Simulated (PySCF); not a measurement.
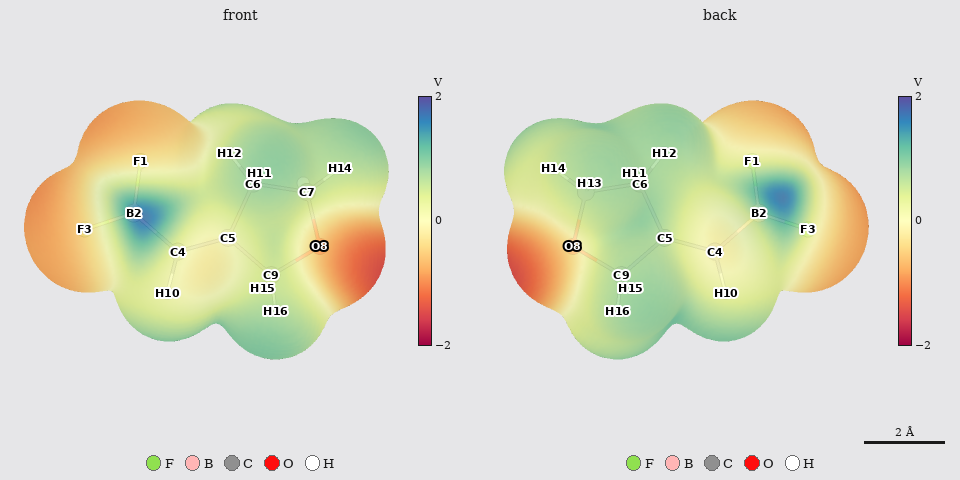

C5H7BF2O (SMILES FB(F)/C=C1\CCOC1). The molecular electrostatic potential painted on the density surface at 0.002 e/bohr³, seen from the front and from behind; red is negative and blue positive.

Geometry: GFN2-xTB.

These are results of PBE0/pcSseg-1, SCF density, gas phase, non-relativistic (PySCF 2.14.0), not measurements.

```xyz
16

F     2.4735    1.6402    0.0374
B     2.6282    0.3393   -0.1609
F     3.8916   -0.0283   -0.2906
C     1.4676   -0.6658   -0.2358
C     0.1687   -0.3596   -0.1291
C    -0.4452    0.9930    0.0663
C    -1.9050    0.6476    0.3867
O    -2.1569   -0.5851   -0.2577
C    -0.9701   -1.3415   -0.1829
H     1.7211   -1.7068   -0.3905
H    -0.3708    1.5611   -0.8633
H     0.0423    1.5673    0.8504
H    -2.0404    0.5395    1.4734
H    -2.6249    1.3720    0.0065
H    -0.9597   -1.9607    0.7297
H    -0.9277   -2.0032   -1.0508
```

Which sites attract a positive test charge, and which a negative one?

A positive charge is drawn to the negative regions and a negative charge to the positive ones. The most negative region (about −1.4 V) lies over O8, the most positive (about +1.6 V) over B2. O8 is the likeliest acceptor of a hydrogen bond.

What dipole moment does the calculation give?

Its dipole moment is 1.42 D.
